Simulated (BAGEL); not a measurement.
# A workflow on Si2H5OF (SMILES O[SiH](F)[SiH3])

Aim: the energy (HF/def2-SVP), then a single-point energy (NEVPT2(2,2)/def2-SVP), then the energy (CASPT2(2,2)/def2-SVP) of Si2H5OF. 

The results are computed with BAGEL 1.2.2.

1 further run of the same task is left out (set aside as unsound or not needed).

## (1) The molecule

Si2H5OF has 9 atoms, charge 0, and is taken as a singlet. SMILES: `O[SiH](F)[SiH3]`. Geometry: relaxed at PBE0-D4/def2-TZVP. This is one conformer, not always the lowest.

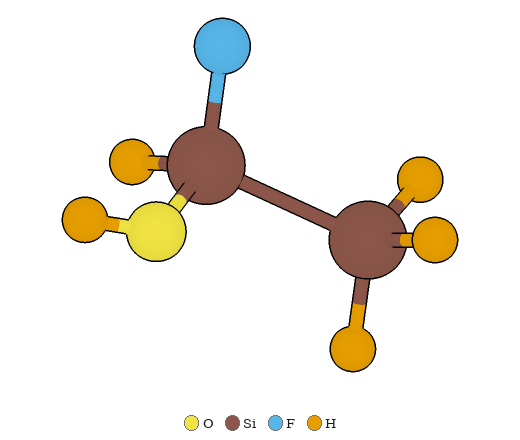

The structure, seen from a chosen angle (oxygen yellow, silicon brown, fluorine blue, hydrogen amber).

## (2) The energy at HF/def2-SVP (density fitting with svp-jkfit) (run 1)

calc.json reads:

```json
{ "bagel" : [

{
  "title" : "molecule",
  "basis" : "svp",
  "df_basis" : "svp-jkfit",
  "geometry" : [
    { "atom" : "O", "xyz" : [ -0.74174774, -1.15426172,  3.34125122 ] },
    { "atom" : "Si", "xyz" : [ -1.57133751, -0.30350702,  0.48700888 ] },
    { "atom" : "F", "xyz" : [ -3.35542794,  2.14255447,  0.60360498 ] },
    { "atom" : "Si", "xyz" : [  2.14480892,  0.70126036, -1.68504233 ] },
    { "atom" : "H", "xyz" : [ -1.98515729, -1.90030859,  4.42762831 ] },
    { "atom" : "H", "xyz" : [ -3.14566834, -2.29679014, -0.71920331 ] },
    { "atom" : "H", "xyz" : [  1.50929402,  1.62628130, -4.26168390 ] },
    { "atom" : "H", "xyz" : [  3.74484003, -1.59721353, -1.91596686 ] },
    { "atom" : "H", "xyz" : [  3.56739474,  2.69397656, -0.30951068 ] }
  ]
},
{ "title" : "hf" },
{ "title" : "print", "file" : "orbitals.molden", "orbitals" : true }

]}
```

Run with:

```sh
BAGEL_NUM_THREADS=1 BAGEL calc.json > calc.out
```

Output:

```text
* using 1 threads per process

  ===============================================================
  ===============================================================

  *** Geometry ***

  { "atom" : "O", "xyz" : [     -0.741748,     -1.154262,      3.341251 ] },
  { "atom" : "Si", "xyz" : [     -1.571338,     -0.303507,      0.487009 ] },
  { "atom" : "F", "xyz" : [     -3.355428,      2.142554,      0.603605 ] },
  { "atom" : "Si", "xyz" : [      2.144809,      0.701260,     -1.685042 ] },
  { "atom" : "H", "xyz" : [     -1.985157,     -1.900309,      4.427628 ] },
  { "atom" : "H", "xyz" : [     -3.145668,     -2.296790,     -0.719203 ] },
  { "atom" : "H", "xyz" : [      1.509294,      1.626281,     -4.261684 ] },
  { "atom" : "H", "xyz" : [      3.744840,     -1.597214,     -1.915967 ] },
  { "atom" : "H", "xyz" : [      3.567395,      2.693977,     -0.309511 ] },

  Number of auxiliary basis functions:      500

  Since a DF basis is specified, we compute 2- and 3-index integrals:
    o Being stored without compression. Storage requirement is 0.032 GB

  Number of basis functions:       89
  Number of electrons      :       50

    * METHOD: MOLECULE                             0.26

  *** RHF ***

  === Nuclear Repulsion ===
   227.8366042206

      * DIIS with orbital gradients will be used.

  === RHF iteration (svp) ===
      0       -754.60418448          0.01979574           0.09
      1       -754.76288804          0.01269155           0.09
      2       -754.84933996          0.00122260           0.09
      3       -754.85083109          0.00017563           0.09
      4       -754.85086252          0.00006094           0.09
      5       -754.85086545          0.00002026           0.09
      6       -754.85086584          0.00000427           0.09
      7       -754.85086587          0.00000095           0.09
      8       -754.85086587          0.00000030           0.09
      9       -754.85086587          0.00000011           0.09
     10       -754.85086587          0.00000004           0.09
     11       -754.85086587          0.00000001           0.09
    * SCF iteration converged.

    * Permanent dipole moment:
           (    0.155457,     0.639008,    -0.135659) a.u.

    * METHOD: HF                                   1.28

    * METHOD: PRINT                                0.02

  ===============================================================
```

Wall time 1.7 s (1 thread of Arm Neoverse V1, shared host); peak memory 0.15 GiB.

## (3) A single-point energy at NEVPT2(2,2)/def2-SVP (density fitting with svp-jkfit) (run 2)

input.json reads:

```json
{ "bagel": [

{
  "title": "molecule",
  "basis": "svp",
  "df_basis": "svp-jkfit",
  "angstrom": false,
  "geometry": [
    { "atom": "O", "xyz": [ -0.74174774, -1.15426172,  3.34125122 ] },
    { "atom": "Si", "xyz": [ -1.57133751, -0.30350702,  0.48700888 ] },
    { "atom": "F", "xyz": [ -3.35542794,  2.14255447,  0.60360498 ] },
    { "atom": "Si", "xyz": [  2.14480892,  0.70126036, -1.68504233 ] },
    { "atom": "H", "xyz": [ -1.98515729, -1.90030859,  4.42762831 ] },
    { "atom": "H", "xyz": [ -3.14566834, -2.29679014, -0.71920331 ] },
    { "atom": "H", "xyz": [  1.50929402,  1.62628130, -4.26168390 ] },
    { "atom": "H", "xyz": [  3.74484003, -1.59721353, -1.91596686 ] },
    { "atom": "H", "xyz": [  3.56739474,  2.69397656, -0.30951068 ] }
  ]
},
{ "title": "hf" },
{ "title": "casscf", "nstate": 1, "nact": 2, "nclosed": 24, "nspin": 0, "active": [14, 29], "maxiter": 200, "natocc": true },
{
  "title": "nevpt2",
  "nstate": 1,
  "nact": 2,
  "nclosed": 24,
  "nspin": 0,
  "active": [14, 29],
  "maxiter": 200,
  "natocc": true,
  "ncore": 12
},
{ "title": "print", "file": "orbitals.molden", "orbitals": true }

]}
```

Run with:

```sh
BAGEL_NUM_THREADS=1 BAGEL input.json > input.out
```

Output:

```text
* using 1 threads per process

  ===============================================================
  ===============================================================

  *** Geometry ***

  { "atom" : "O", "xyz" : [     -0.741748,     -1.154262,      3.341251 ] },
  { "atom" : "Si", "xyz" : [     -1.571338,     -0.303507,      0.487009 ] },
  { "atom" : "F", "xyz" : [     -3.355428,      2.142554,      0.603605 ] },
[... 5 lines of this table left out ...]
  { "atom" : "H", "xyz" : [      3.567395,      2.693977,     -0.309511 ] },

  Number of auxiliary basis functions:      500

  Since a DF basis is specified, we compute 2- and 3-index integrals:
    o Being stored without compression. Storage requirement is 0.032 GB

  Number of basis functions:       89
  Number of electrons      :       50

    * METHOD: MOLECULE                             0.26

  *** RHF ***

  === Nuclear Repulsion ===
   227.8366042206

      * DIIS with orbital gradients will be used.

  === RHF iteration (svp) ===
      0       -754.60418448          0.01979574           0.09
      1       -754.76288804          0.01269155           0.09
      2       -754.84933996          0.00122260           0.09
[... 8 lines of this table left out ...]
     11       -754.85086587          0.00000001           0.09
    * SCF iteration converged.

    * Permanent dipole moment:
           (    0.155457,     0.639008,    -0.135659) a.u.

    * METHOD: HF                                   1.29

  ---------------------------
      CASSCF calculation
  ---------------------------

    ==== Active orbitals : =====
         Orbital 14
         Orbital 29
    ============================

    * nstate   :      1
    * nclosed  :     24
    * nact     :      2
    * nvirt    :     63
  === CASSCF iteration (svp) ===

    * Using the second-order algorithm

      0  0      -754.85090376     1.36e-05      0.03

      1  0      -754.85207008     2.36e-04      0.31
[... 23 lines of this table left out ...]
     13  0      -754.87044194     9.81e-09      0.44

    * Second-order optimization converged. *

     guess   0:   closed 1.                   open ..

  === FCI iteration ===

      0  0      -754.85061171     1.04e-01      0.00
      1  0      -754.87042204     2.53e-03      0.00
      2  0 *    -754.87044194     1.65e-15      0.00

     * ci vector, state   0, <S^2> = 0.0000
       2.     0.9955226192
       .2    -0.0945236195

    * METHOD: CASSCF                               7.04

    * freezing 12 orbitals

  === DF-NEVPT2 calculation ===

    * 3-index integral transformation done
    * assembly done

      NEVPT2 correlation energy:   -0.5479514702      0.20

          (+0)     -0.4685332701
          (+0)'    -0.0357543715
          (+1)     -0.0047295864
          (+1)'    -0.0000000000
          (+2)     -0.0004014231
          (-1)     -0.0314223702
          (-1)'     0.0000000000
          (-2)     -0.0071104488

      NEVPT2 total energy:       -755.4183934076

    * METHOD: NEVPT2                               0.37

    * METHOD: PRINT                                0.02

  ===============================================================
```

Wall time 9.3 s (1 thread of Arm Neoverse V1, shared host); peak memory 0.15 GiB.

## (4) A single-point energy at CASPT2(2,2)/def2-SVP (density fitting with svp-jkfit) (run 3)

caspt2.json reads:

```json
{ "bagel": [

{
  "title": "molecule",
  "basis": "svp",
  "df_basis": "svp-jkfit",
  "angstrom": false,
  "geometry": [
    { "atom": "O", "xyz": [    -0.74174774,    -1.15426172,     3.34125122 ] },
    { "atom": "Si", "xyz": [    -1.57133751,    -0.30350702,     0.48700888 ] },
    { "atom": "F", "xyz": [    -3.35542794,     2.14255447,     0.60360498 ] },
    { "atom": "Si", "xyz": [     2.14480892,     0.70126036,    -1.68504233 ] },
    { "atom": "H", "xyz": [    -1.98515729,    -1.90030859,     4.42762831 ] },
    { "atom": "H", "xyz": [    -3.14566834,    -2.29679014,    -0.71920331 ] },
    { "atom": "H", "xyz": [     1.50929402,     1.62628130,    -4.26168390 ] },
    { "atom": "H", "xyz": [     3.74484003,    -1.59721353,    -1.91596686 ] },
    { "atom": "H", "xyz": [     3.56739474,     2.69397656,    -0.30951068 ] }
  ]
},

{
  "title": "hf"
},

{
  "title": "casscf",
  "nstate": 1,
  "nact": 2,
  "nclosed": 24,
  "active": [14, 29],
  "maxiter": 200,
  "natocc": true
},

{
  "title": "print",
  "file": "orbitals.molden",
  "orbitals": true
},

{
  "title": "smith",
  "method": "caspt2",
  "ms": true,
  "xms": true,
  "sssr": true,
  "shift": 0.2,
  "shift_imag": true,
  "ncore": 12
}

]}
```

Run with:

```sh
BAGEL_NUM_THREADS=1 BAGEL caspt2.json > caspt2.out
```

Output:

```text
* using 1 threads per process

  ===============================================================
  ===============================================================

  *** Geometry ***

  { "atom" : "O", "xyz" : [     -0.741748,     -1.154262,      3.341251 ] },
  { "atom" : "Si", "xyz" : [     -1.571338,     -0.303507,      0.487009 ] },
  { "atom" : "F", "xyz" : [     -3.355428,      2.142554,      0.603605 ] },
[... 5 lines of this table left out ...]
  { "atom" : "H", "xyz" : [      3.567395,      2.693977,     -0.309511 ] },

  Number of auxiliary basis functions:      500

  Since a DF basis is specified, we compute 2- and 3-index integrals:
    o Being stored without compression. Storage requirement is 0.032 GB

  Number of basis functions:       89
  Number of electrons      :       50

    * METHOD: MOLECULE                             0.26

  *** RHF ***

  === Nuclear Repulsion ===
   227.8366042206

      * DIIS with orbital gradients will be used.

[... 6 lines left out ...]
    * SCF iteration converged.
[... 1 line left out ...]
    * Permanent dipole moment:
[... 27 lines left out ...]
    * Second-order optimization converged. *
[... 9 lines left out ...]
     * ci vector, state   0, <S^2> = 0.0000
[... 16 lines left out ...]
    * Zeroth order energy : state  0       -1.6463644232
[... 4 lines left out ...]
       #      aibj      arbs      arbi      airj      risj      airs      arst      rist         Etot      error   time
[... 2 lines left out ...]
       0  -0.46759  -0.00830  -0.03168  -0.00498  -0.00052  -0.03100  -0.00000  -0.00000   -0.5440731  0.0025158   0.11
       1  -0.46795  -0.00839  -0.03195  -0.00511  -0.00057  -0.03204  -0.00000  -0.00000   -0.5460099  0.0004603   0.09
       2  -0.46801  -0.00840  -0.03187  -0.00512  -0.00058  -0.03212  -0.00000  -0.00000   -0.5461070  0.0001046   0.09
       3  -0.46801  -0.00840  -0.03187  -0.00511  -0.00058  -0.03214  -0.00000  -0.00000   -0.5461107  0.0000256   0.09
       4  -0.46801  -0.00840  -0.03187  -0.00511  -0.00058  -0.03214  -0.00000  -0.00000   -0.5461110  0.0000067   0.10
       5  -0.46801  -0.00840  -0.03187  -0.00511  -0.00058  -0.03214   0.00000  -0.00000   -0.5461110  0.0000016   0.10
       6  -0.46801  -0.00840  -0.03187  -0.00511  -0.00058  -0.03214   0.00000  -0.00000   -0.5461110  0.0000004   0.10

      ------------------------------------------------------------------------------------------------------------------

    * CASPT2 energy : state  0     -755.4189071192
        w/o shift correction       -755.4165529378
        reference weight              0.8621134546

    * METHOD: SMITH                                0.96

  ===============================================================
```

Wall time 9.3 s (1 thread of Arm Neoverse V1, shared host); peak memory 0.23 GiB.

## (5) What came out

| quantity | value |
| --- | --- |
| run 1, HF/def2-SVP: total energy | -754.85087 Eh |
| run 1, HF/def2-SVP: dipole moment | 1.71 D |
| run 1, HF/def2-SVP: HOMO energy | -11.25 eV |
| run 1, HF/def2-SVP: LUMO energy | 3.52 eV |
| run 1, HF/def2-SVP: HOMO–LUMO gap | 14.77 eV |
| run 2, NEVPT2(2,2)/def2-SVP: total energy | -755.41839 Eh |
| run 3, CASPT2(2,2)/def2-SVP: total energy | -755.41891 Eh |
